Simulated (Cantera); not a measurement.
Input: 1 mol AlN, 0.049 mol H2, held at 13.3 mbar.

Equilibrium computed with Cantera from the NASA thermochemical tables; the gas is ideal and each condensed phase is pure. Candidate condensed phases: Al, AlN; 13 gas species. Rates play no part.

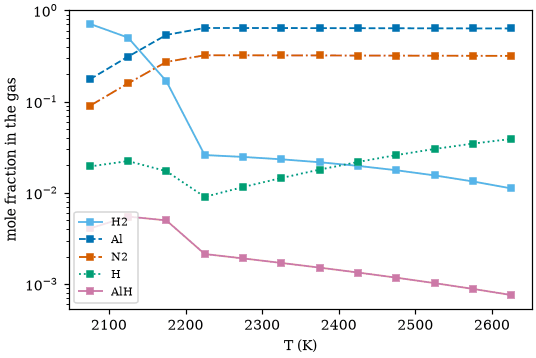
*Equilibrium gas composition (values under 1e-9 drawn at 1e-9)*

Task: Read off the mole fractions at 2625 K.

Result: Al about 0.63, N2 about 0.32, H about 0.039, H2 about 0.011, AlH about 0.00076.
